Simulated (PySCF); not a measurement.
**[PbBr3]+: other functionals and bases at one geometry**

Aim: see how levels, charges and forces of [PbBr3]+ depend on the level of theory. It is a constructed species; whether it can be made isn't addressed.

The runs use PySCF 2.14.0; several levels, as the steps say, no spin–orbit coupling.

2 further runs of the same task are left out: 2 for a known fault of the program.

## 1. Where the work starts

4 atoms, charge 1, spin multiplicity 1.

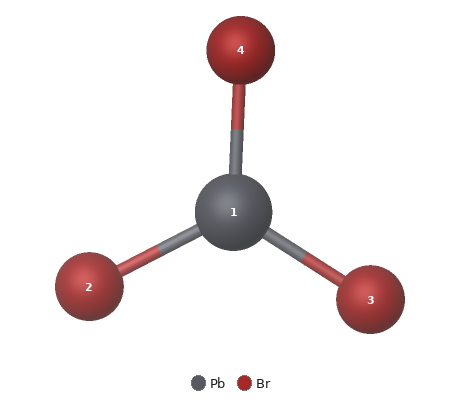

The geometry (lead dark grey, bromine red); atoms are numbered from 1 in the order of the file.

Coordinates:

```xyz
4
charge 1, multiplicity 1
Pb    0.00000    0.00000    0.00000
Br    2.51445   -0.00001    0.00000
Br   -1.25722    2.17758    0.00000
Br   -1.25723   -2.17757    0.00000
```

Formal oxidation states: Pb +4. An earlier session relaxed this geometry at r2SCAN, Pb def2-SVP with ECP60, Br def2-SVP (singlet, point group D3h).

At r2SCAN on the finer grid: E = -7914.254485 Eh, HOMO -12.92 eV, LUMO -11.03 eV, Mulliken charge on Pb1 +0.93 e, largest force component 0.004 eV/Å. 

Levels to run: PBE; wB97X; B3LYP; TPSS; r2SCAN, TZVP; r2SCAN, x2c-SVP. Hardware: 2 threads of Arm Neoverse V2, shared host.

## 2. PBE

run.py (the lines that set the calculation)

```python
mol = gto.M(atom='''
Pb     0.00000     0.00000     0.00000
Br     2.51445    -0.00001     0.00000
Br    -1.25722     2.17758     0.00000
Br    -1.25723    -2.17757     0.00000''',
    basis={'Pb': 'def2-SVP', 'Br': 'def2-SVP'},
    ecp={'Pb': 'def2-SVP'},
    charge=1, spin=0)
mf = dft.RKS(mol, xc='PBE')
mf.grids.atom_grid = (75, 302)
mf = mf.density_fit()  # fitting sets: Pb def2-universal-JKFIT, Br def2-universal-JKFIT
mf.conv_tol = 1e-08; mf.max_cycle = 55
mf.kernel(dm0)  # dm0: the density of the relaxed state
```

Launch:

```bash
$ OMP_NUM_THREADS=2 python run.py
```

Output:

```text
init E= -7913.06517540035
  HOMO = -0.457942537196123  LUMO = -0.400843054099212  gap/eV = 1.55376
cycle= 1 E= -7913.06600178524  delta_E= -0.000826  |g|= 0.0849  |ddm|= 0.231
  HOMO = -0.462345177677347  LUMO = -0.400394680178238  gap/eV = 1.68576
cycle= 2 E= -7913.06216014537  delta_E= 0.00384  |g|= 0.138  |ddm|= 0.265
  HOMO = -0.459049793632195  LUMO = -0.401084815349606  gap/eV = 1.57731
cycle= 3 E= -7913.06697292492  delta_E= -0.00481  |g|= 0.026  |ddm|= 0.222
  HOMO = -0.459120999344975  LUMO = -0.400399896667572  gap/eV = 1.59788
cycle= 4 E= -7913.0672033522  delta_E= -0.00023  |g|= 0.00156  |ddm|= 0.0423
  HOMO = -0.459283896697478  LUMO = -0.400609432904346  gap/eV = 1.59661
cycle= 5 E= -7913.06720417193  delta_E= -8.2e-07  |g|= 0.000237  |ddm|= 0.00267
  HOMO = -0.459270215159464  LUMO = -0.400606408822618  gap/eV = 1.59632
cycle= 6 E= -7913.06720417958  delta_E= -7.65e-09  |g|= 0.000161  |ddm|= 0.000595
  HOMO = -0.459269126071807  LUMO = -0.400604754614065  gap/eV = 1.59634
cycle= 7 E= -7913.06720418855  delta_E= -8.98e-09  |g|= 6.75e-05  |ddm|= 0.000408
  HOMO = -0.459270606897723  LUMO = -0.400602209298548  gap/eV = 1.59645
Extra cycle  E= -7913.06720417397  delta_E= 1.46e-08  |g|= 0.0002  |ddm|= 0.000502
converged SCF energy = -7913.06720417397
```

Wall time 5.1 s (2 threads of Arm Neoverse V2, shared host).

Read off: E = -7913.067204 Eh, HOMO -12.50 eV, LUMO -10.90 eV, Mulliken charge on Pb1 +0.83 e, largest force component 0.267 eV/Å. 

## 3. wB97X

Edit run.py (the lines that set the calculation) of step 2 so:

```diff
@@ -8,3 +8,3 @@
     charge=1, spin=0)
-mf = dft.RKS(mol, xc='PBE')
+mf = dft.RKS(mol, xc='WB97X')
 mf.grids.atom_grid = (75, 302)
```

Launch:

```bash
$ OMP_NUM_THREADS=2 python run.py
```

Output:

```text
init E= -7914.28323164632
  HOMO = -0.594166763575468  LUMO = -0.313661060817751  gap/eV = 7.63295
cycle= 1 E= -7914.29051020566  delta_E= -0.00728  |g|= 0.0323  |ddm|= 0.32
  HOMO = -0.595748605634079  LUMO = -0.315089973853595  gap/eV = 7.63711
cycle= 2 E= -7914.29119276559  delta_E= -0.000683  |g|= 0.0159  |ddm|= 0.0823
  HOMO = -0.595951773677253  LUMO = -0.312671038315472  gap/eV = 7.70846
cycle= 3 E= -7914.29130874023  delta_E= -0.000116  |g|= 0.00903  |ddm|= 0.0424
  HOMO = -0.595679811482843  LUMO = -0.312178994059138  gap/eV = 7.71445
cycle= 4 E= -7914.29134701441  delta_E= -3.83e-05  |g|= 0.00173  |ddm|= 0.0196
  HOMO = -0.595736343438351  LUMO = -0.312197186675256  gap/eV = 7.71549
cycle= 5 E= -7914.29134784535  delta_E= -8.31e-07  |g|= 0.000381  |ddm|= 0.00248
  HOMO = -0.595713698943571  LUMO = -0.312138560914811  gap/eV = 7.71647
cycle= 6 E= -7914.29134801285  delta_E= -1.68e-07  |g|= 8.7e-05  |ddm|= 0.00137
  HOMO = -0.59570696663348  LUMO = -0.312132339449306  gap/eV = 7.71646
cycle= 7 E= -7914.29134802247  delta_E= -9.62e-09  |g|= 2.45e-05  |ddm|= 0.000351
  HOMO = -0.595707234180647  LUMO = -0.312132996969417  gap/eV = 7.71645
Extra cycle  E= -7914.29134802311  delta_E= -6.37e-10  |g|= 1.34e-05  |ddm|= 6.93e-05
converged SCF energy = -7914.29134802311
```

Wall time 10 s (2 threads of Arm Neoverse V2, shared host).

Read off: E = -7914.291348 Eh, HOMO -16.21 eV, LUMO -8.49 eV, Mulliken charge on Pb1 +0.95 e, largest force component 0.418 eV/Å. 

## 4. B3LYP

Edit run.py (the lines that set the calculation) of step 3 so:

```diff
@@ -8,3 +8,3 @@
     charge=1, spin=0)
-mf = dft.RKS(mol, xc='WB97X')
+mf = dft.RKS(mol, xc='B3LYP')
 mf.grids.atom_grid = (75, 302)
```

Launch:

```bash
$ OMP_NUM_THREADS=2 python run.py
```

Output:

```text
init E= -7914.33035016265
  HOMO = -0.496633890451047  LUMO = -0.383765746592076  gap/eV = 3.07130
cycle= 1 E= -7914.3318812531  delta_E= -0.00153  |g|= 0.0167  |ddm|= 0.176
  HOMO = -0.496498074907876  LUMO = -0.384219128144331  gap/eV = 3.05527
cycle= 2 E= -7914.33188820172  delta_E= -6.95e-06  |g|= 0.0111  |ddm|= 0.0207
  HOMO = -0.496603134773571  LUMO = -0.383828661148705  gap/eV = 3.06875
cycle= 3 E= -7914.33190366103  delta_E= -1.55e-05  |g|= 0.00422  |ddm|= 0.0173
  HOMO = -0.496583763318789  LUMO = -0.383968388900421  gap/eV = 3.06442
cycle= 4 E= -7914.33190926042  delta_E= -5.6e-06  |g|= 0.000426  |ddm|= 0.00665
  HOMO = -0.496637538229612  LUMO = -0.383999157091139  gap/eV = 3.06505
cycle= 5 E= -7914.33190931051  delta_E= -5.01e-08  |g|= 0.000141  |ddm|= 0.000897
  HOMO = -0.496619327230546  LUMO = -0.383982334383916  gap/eV = 3.06501
cycle= 6 E= -7914.33190931525  delta_E= -4.75e-09  |g|= 2.03e-05  |ddm|= 0.000209
  HOMO = -0.496620047836824  LUMO = -0.383983100438179  gap/eV = 3.06501
Extra cycle  E= -7914.33190931503  delta_E= 2.26e-10  |g|= 3.23e-05  |ddm|= 7.85e-05
converged SCF energy = -7914.33190931503
```

It took 6.1 s on 2 threads of Arm Neoverse V2, shared host.

Result: E = -7914.331909 Eh, HOMO -13.51 eV, LUMO -10.45 eV, Mulliken charge on Pb1 +0.88 e, largest force component 0.238 eV/Å. 

## 5. TPSS

Edit run.py (the lines that set the calculation) of step 4 so:

```diff
@@ -8,3 +8,3 @@
     charge=1, spin=0)
-mf = dft.RKS(mol, xc='B3LYP')
+mf = dft.RKS(mol, xc='TPSS')
 mf.grids.atom_grid = (75, 302)
```

Launch:

```bash
$ OMP_NUM_THREADS=2 python run.py
```

Output:

```text
init E= -7913.87243868262
  HOMO = -0.46412693906259  LUMO = -0.400532572020644  gap/eV = 1.73049
cycle= 1 E= -7913.8731992235  delta_E= -0.000761  |g|= 0.0983  |ddm|= 0.13
  HOMO = -0.468032038748236  LUMO = -0.403397024466656  gap/eV = 1.75881
cycle= 2 E= -7913.87272823333  delta_E= 0.000471  |g|= 0.0975  |ddm|= 0.128
  HOMO = -0.464717318535763  LUMO = -0.401910494984556  gap/eV = 1.70906
cycle= 3 E= -7913.87362727448  delta_E= -0.000899  |g|= 0.0277  |ddm|= 0.12
  HOMO = -0.465134603975347  LUMO = -0.401436047445351  gap/eV = 1.73333
cycle= 4 E= -7913.87389866521  delta_E= -0.000271  |g|= 0.00151  |ddm|= 0.0457
  HOMO = -0.465302210592511  LUMO = -0.401616126090559  gap/eV = 1.73299
cycle= 5 E= -7913.87389934277  delta_E= -6.78e-07  |g|= 0.000236  |ddm|= 0.00211
  HOMO = -0.465306134686392  LUMO = -0.401631209981439  gap/eV = 1.73268
cycle= 6 E= -7913.87389934566  delta_E= -2.89e-09  |g|= 0.000208  |ddm|= 0.000739
  HOMO = -0.465305499669197  LUMO = -0.401631452175522  gap/eV = 1.73266
cycle= 7 E= -7913.8738993636  delta_E= -1.79e-08  |g|= 1.39e-05  |ddm|= 0.000416
  HOMO = -0.465304131232675  LUMO = -0.40162988514259  gap/eV = 1.73266
cycle= 8 E= -7913.87389936367  delta_E= -7.28e-11  |g|= 4.14e-06  |ddm|= 2.9e-05
  HOMO = -0.465304577881465  LUMO = -0.401629942183675  gap/eV = 1.73268
Extra cycle  E= -7913.87389936365  delta_E= 2.18e-11  |g|= 9.04e-06  |ddm|= 2.05e-05
converged SCF energy = -7913.87389936365
```

Wall time 6.9 s (2 threads of Arm Neoverse V2, shared host).

Result: E = -7913.873899 Eh, HOMO -12.66 eV, LUMO -10.93 eV, Mulliken charge on Pb1 +0.90 e, largest force component 0.204 eV/Å. 

## 6. r2SCAN, TZVP

Basis: Pb def2-TZVP with ECP60, Br def2-TZVP. 

run.py (the lines that set the calculation)

```python
mol = gto.M(atom='''
Pb     0.00000     0.00000     0.00000
Br     2.51445    -0.00001     0.00000
Br    -1.25722     2.17758     0.00000
Br    -1.25723    -2.17757     0.00000''',
    basis={'Pb': 'def2-TZVP', 'Br': 'def2-TZVP'},
    ecp={'Pb': 'def2-TZVP'},
    charge=1, spin=0)
mf = dft.RKS(mol, xc='R2SCAN')
mf.grids.atom_grid = (75, 302)
mf = mf.density_fit()  # fitting sets: Pb def2-universal-JKFIT, Br def2-universal-JKFIT
mf.conv_tol = 1e-08; mf.max_cycle = 55
mf.kernel(dm0)  # dm0: free metal ions and neutral atoms
```

Launch:

```bash
$ OMP_NUM_THREADS=2 python run.py
```

Output:

```text
init E= -7955.43679091903
  HOMO = -0.444881003856639  LUMO = -0.381544282813766  gap/eV = 1.72348
cycle= 1 E= -7913.88792189493  delta_E= 41.5  |g|= 3.52  |ddm|= 3.44
  HOMO = -0.548007060374185  LUMO = -0.288232417488402  gap/eV = 7.06883
cycle= 2 E= -7912.30679149415  delta_E= 1.58  |g|= 3.94  |ddm|= 5.54
  HOMO = -0.466432522453128  LUMO = -0.409473731717004  gap/eV = 1.54993
cycle= 3 E= -7914.94120468394  delta_E= -2.63  |g|= 0.921  |ddm|= 4.68
  HOMO = -0.46849767469122  LUMO = -0.38212657316792  gap/eV = 2.35028
cycle= 4 E= -7915.1469485282  delta_E= -0.206  |g|= 0.335  |ddm|=  1.7
  HOMO = -0.474626632291558  LUMO = -0.403333335224153  gap/eV = 1.93999
cycle= 5 E= -7915.18329673556  delta_E= -0.0363  |g|= 0.0378  |ddm|= 0.534
  HOMO = -0.473460763299207  LUMO = -0.400902786449941  gap/eV = 1.97440
cycle= 6 E= -7915.18379238905  delta_E= -0.000496  |g|= 0.00877  |ddm|= 0.056
  HOMO = -0.473460714862137  LUMO = -0.400680461476554  gap/eV = 1.98045
cycle= 7 E= -7915.18381068202  delta_E= -1.83e-05  |g|= 0.00205  |ddm|= 0.00855
  HOMO = -0.473363956107208  LUMO = -0.400683731235822  gap/eV = 1.97773
cycle= 8 E= -7915.18381190546  delta_E= -1.22e-06  |g|= 0.000497  |ddm|= 0.00344
  HOMO = -0.473395293072648  LUMO = -0.400716587828051  gap/eV = 1.97769
cycle= 9 E= -7915.18381192636  delta_E= -2.09e-08  |g|= 0.000401  |ddm|= 0.00123
  HOMO = -0.473408211189039  LUMO = -0.400729004184305  gap/eV = 1.97770
cycle= 10 E= -7915.18381198563  delta_E= -5.93e-08  |g|= 1.87e-05  |ddm|= 0.000618
  HOMO = -0.473406215762988  LUMO = -0.400726607281822  gap/eV = 1.97771
cycle= 11 E= -7915.18381198573  delta_E= -1e-10  |g|= 2.05e-06  |ddm|= 2.77e-05
  HOMO = -0.473406295559887  LUMO = -0.400726548481258  gap/eV = 1.97772
Extra cycle  E= -7915.18381198572  delta_E= 3.64e-12  |g|= 4.44e-06  |ddm|= 8.38e-06
converged SCF energy = -7915.18381198572
```

Wall time 18 s (2 threads of Arm Neoverse V2, shared host).

It gives: E = -7915.183812 Eh, HOMO -12.88 eV, LUMO -10.90 eV, Mulliken charge on Pb1 +1.04 e, largest force component 0.358 eV/Å. 

## 7. r2SCAN, x2c-SVP

Basis: Pb x2c-SVPall, Br x2c-SVPall. All electrons are treated, with the spin-free X2C Hamiltonian.

run.py (the lines that set the calculation)

```python
mol = gto.M(atom='''
Pb     0.00000     0.00000     0.00000
Br     2.51445    -0.00001     0.00000
Br    -1.25722     2.17758     0.00000
Br    -1.25723    -2.17757     0.00000''',
    basis={'Pb': 'x2c-SVPall', 'Br': 'x2c-SVPall'},
    nucmod='G',
    charge=1, spin=0)
mf = dft.RKS(mol, xc='R2SCAN')
mf.grids.atom_grid = (99, 590)
mf = mf.density_fit()  # fitting sets: Pb AutoAux, Br AutoAux
mf = mf.sfx2c1e()
mf.conv_tol = 1e-08; mf.max_cycle = 55
mf.kernel(dm0)  # dm0: free metal ions and neutral atoms
```

Launch:

```bash
$ OMP_NUM_THREADS=2 python run.py
```

Output:

```text
init E= -28747.0386205214
  HOMO = -0.442123196691362  LUMO = -0.380720535336248  gap/eV = 1.67085
cycle= 1 E= -28700.860367879  delta_E= 46.2  |g|= 3.04  |ddm|= 3.59
  HOMO = -0.561608499387757  LUMO = -0.311890226901125  gap/eV = 6.79518
cycle= 2 E= -28699.5586208655  delta_E=  1.3  |g|=  3.4  |ddm|= 6.24
  HOMO = -0.464652515661054  LUMO = -0.412014247284993  gap/eV = 1.43236
cycle= 3 E= -28701.7684448992  delta_E= -2.21  |g|= 0.786  |ddm|= 5.19
  HOMO = -0.470096870150227  LUMO = -0.391324984984001  gap/eV = 2.14349
cycle= 4 E= -28701.9312258908  delta_E= -0.163  |g|= 0.257  |ddm|= 1.67
  HOMO = -0.474126807628038  LUMO = -0.407522194401587  gap/eV = 1.81240
cycle= 5 E= -28701.9538455382  delta_E= -0.0226  |g|= 0.0327  |ddm|= 0.503
  HOMO = -0.473745865871086  LUMO = -0.406142352459359  gap/eV = 1.83959
cycle= 6 E= -28701.9542241569  delta_E= -0.000379  |g|= 0.00486  |ddm|= 0.0557
  HOMO = -0.473619109840309  LUMO = -0.405886914663856  gap/eV = 1.84309
cycle= 7 E= -28701.9542300908  delta_E= -5.93e-06  |g|= 0.00135  |ddm|= 0.00525
  HOMO = -0.473541301523389  LUMO = -0.405866941011328  gap/eV = 1.84151
cycle= 8 E= -28701.9542306568  delta_E= -5.66e-07  |g|= 0.00022  |ddm|= 0.00236
  HOMO = -0.473561286917442  LUMO = -0.405892340716797  gap/eV = 1.84137
cycle= 9 E= -28701.9542306573  delta_E= -5.17e-10  |g|= 0.000202  |ddm|= 0.000667
  HOMO = -0.473563153080114  LUMO = -0.40589471760735  gap/eV = 1.84135
cycle= 10 E= -28701.9542306734  delta_E= -1.61e-08  |g|= 1.74e-05  |ddm|= 0.000405
  HOMO = -0.473561481630935  LUMO = -0.405893163264159  gap/eV = 1.84135
cycle= 11 E= -28701.9542306734  delta_E= -6.55e-11  |g|= 5.63e-07  |ddm|= 2.99e-05
  HOMO = -0.473561561299567  LUMO = -0.405893275262093  gap/eV = 1.84135
Extra cycle  E= -28701.9542306735  delta_E= -2.91e-11  |g|= 7.84e-07  |ddm|= 1.98e-06
converged SCF energy = -28701.9542306735
```

Wall time 32 s (2 threads of Arm Neoverse V2, shared host).

Read off: E = -28701.954231 Eh, HOMO -12.89 eV, LUMO -11.04 eV, Mulliken charge on Pb1 +1.00 e, largest force component 0.230 eV/Å. 

## 8. Results

| level | state | HOMO (eV) | gap (eV) | charge on Pb1 (e) | dipole (D) | largest force (eV/Å) | basis functions | time |
| --- | --- | --- | --- | --- | --- | --- | --- | --- |
| r2SCAN (relaxed here) | singlet | -12.92 | 1.89 | 0.93 | 0.00 | 0.00 | 122 | 18 s |
| PBE | singlet | -12.50 | 1.60 | 0.83 | 0.00 | 0.27 | 122 | 5.1 s |
| wB97X | singlet | -16.21 | 7.72 | 0.95 | 0.00 | 0.42 | 122 | 10 s |
| B3LYP | singlet | -13.51 | 3.07 | 0.88 | 0.00 | 0.24 | 122 | 6.1 s |
| TPSS | singlet | -12.66 | 1.73 | 0.90 | 0.00 | 0.20 | 122 | 6.9 s |
| r2SCAN, TZVP | singlet | -12.88 | 1.98 | 1.04 | 0.00 | 0.36 | 194 | 18 s |
| r2SCAN, x2c-SVP | singlet | -12.89 | 1.84 | 1.00 | 0.00 | 0.23 | 158 | 32 s |

Times are on 2 threads of Arm Neoverse V2, shared host; the first row also made further properties. The dipole of a charged species depends on the origin, so these sizes hold for this origin alone.

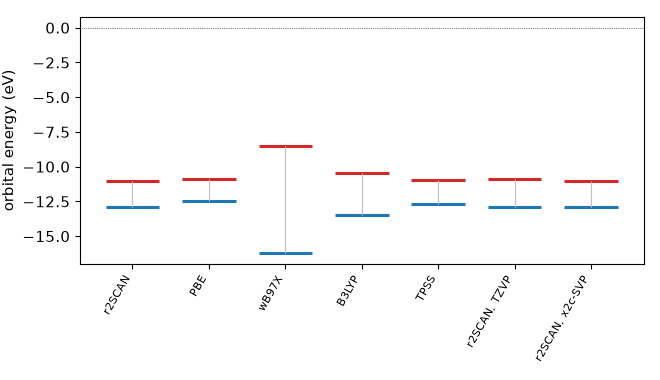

Highest filled and lowest empty level, method by method.

In one basis the HOMO–LUMO gap runs from 1.60 eV (PBE) to 7.72 eV (wB97X). The largest leftover force, 0.42 eV/Å with wB97X, stands at a geometry relaxed at another level. The Mulliken charge on Pb spans +0.83 to +1.04 e over the levels. Total energies of different levels can't be compared. Spin–orbit coupling is left out throughout.
